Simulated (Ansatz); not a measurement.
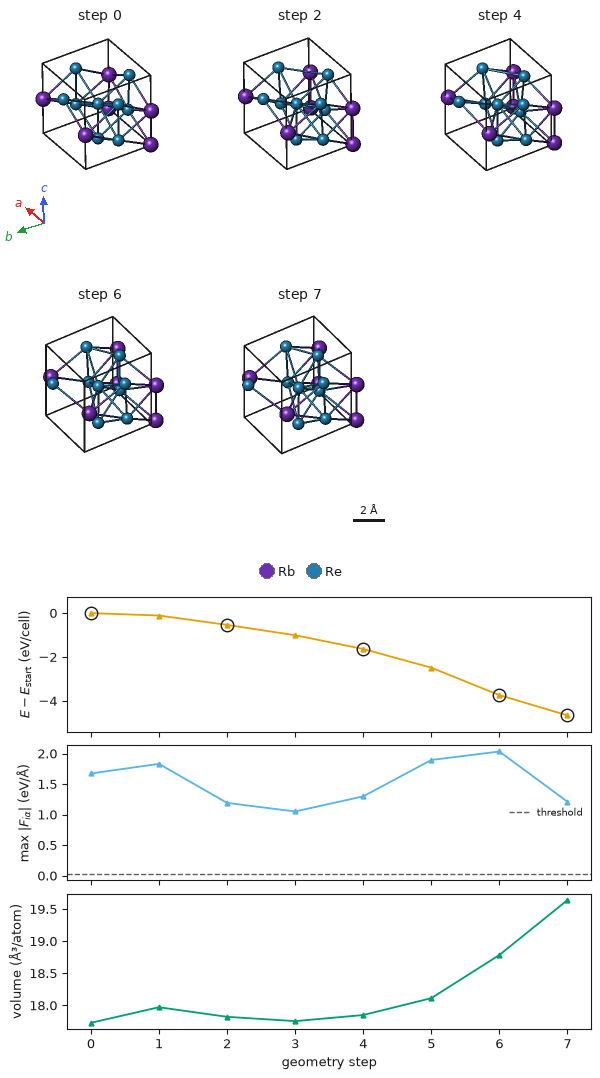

Frames of a relaxation of solid RbRe$_{3}$ (a generated structure, set up in P1) (coarse preliminary run), marked on the history of the run. Style: ball-and-stick. Shown: the cell of the calculation, from a free direction.

All numbers below come from DFT PBE, scalar-relativistic, plane waves, PAW in Ansatz.

The input:
```yaml
crystal:
  lattice:
    - [4.9932637101, -0.001134944, 0.0499356947]
    - [-0.001134944, 5.1736636746, 0.0256534504]
    - [0.0540948259, 0.0277901198, 5.491078846]
  atoms:
    - { symbol: Rb, position: [1.001229848, 0.0086600043, 0.0082693776] }
    - { symbol: Rb, position: [1.0006597288, -0.0067480395, 0.4861540186] }
    - { symbol: Re, position: [0.4970463254, 0.4917472922, 0.0102002777] }
    - { symbol: Re, position: [0.4934570997, 0.4849368566, 0.5048707462] }
    - { symbol: Re, position: [-0.0072227671, 0.5031180262, 0.2463233949] }
    - { symbol: Re, position: [-0.0001328881, 0.4947650856, 0.75252657] }
    - { symbol: Re, position: [0.5097847831, 0.0237898559, 0.2501581633] }
    - { symbol: Re, position: [0.5051778701, -0.0002690812, 0.7414974518] }
basis:
  ecutwfc: 420
kpoints:
  mp_grid: { grid: [4, 4, 4] }
hamiltonian:
  xc: pbe
scf:
  occupations: { method: gaussian, width: 0.2 }
  lower_state_search: "off"
output:
  forces: true
  stress: true
  eigenvalues: true
relax:
  adjacent_minimum: "off"
  f_tol: 0.025
  max_steps: 60
  cell: { stress_tol: 0.25 }
```

Command:
```bash
ansatz run input.yaml --threads 1 --pin off --max-ram 2048MiB --backend cpu --events-out ev --progress --plain --runs-dir out
```

What happens along the run?

The run was cut off at its time limit before the relaxation converged, so the last structure is only a point on the way. After 7 geometry steps the energy has fallen by 4.656 eV per cell of the calculation. The largest force component goes from 1.7 to 1.2 eV/Å. The pressure goes from 2.25 to 6.40 GPa. The largest move relative to the cell is that of Re8, 1.03 Å along [1 3 0]. Largest moves by element: Re 1.03 Å, Rb 0.59 Å. Cell: a 4.994 → 4.919 Å (−1.5 %), b 5.174 → 5.712 Å (+10.4 %), c 5.491 → 5.637 Å (+2.6 %), α 89.4° → 90.1°, β 88.9° → 90.0°, γ 90.0° → 97.2°. Volume +10.8 %. Near-neighbour distances that change, for instance: Re6–Re8 3.559 → 2.306 Å, Rb1–Re3 3.548 → 4.777 Å, Rb2–Re4 3.591 → 4.818 Å, Re5–Re7 3.458 → 2.289 Å. New bonds form: Re5–Re7 (3.46 → 2.29 Å), Re6–Re8 (3.56 → 2.31 Å). Bonds break: Re3–Re8 (3.00 → 3.97 Å), Re4–Re8 (2.98 → 3.99 Å). The space group stays P1 (No. 1). From step 0 to 2: Re5 moves most (0.28 Å), volume +0.5 %, energy −0.537 eV per cell of the calculation. From step 2 to 4: Re7 moves most (0.36 Å), volume +0.2 %, energy −1.097 eV per cell of the calculation. From step 4 to 6: Re8 moves most (0.39 Å), volume +5.2 %, energy −2.100 eV per cell of the calculation. From step 6 to 7: Re4 moves most (0.15 Å), volume +4.6 %, energy −0.922 eV per cell of the calculation.

```csv
step,"E − E(0), meV/atom","largest force component, eV/Å","pressure, GPa","volume, Å³/atom"
0,0.00,1.6742,2.25,17.730
1,-13.78,1.8319,-0.76,17.972
2,-67.07,1.1929,-0.04,17.823
3,-125.82,1.0523,3.57,17.756
4,-204.17,1.2996,8.68,17.851
5,-310.42,1.8953,12.87,18.113
6,-466.72,2.0344,7.89,18.785
7,-581.97,1.2126,6.40,19.640
```
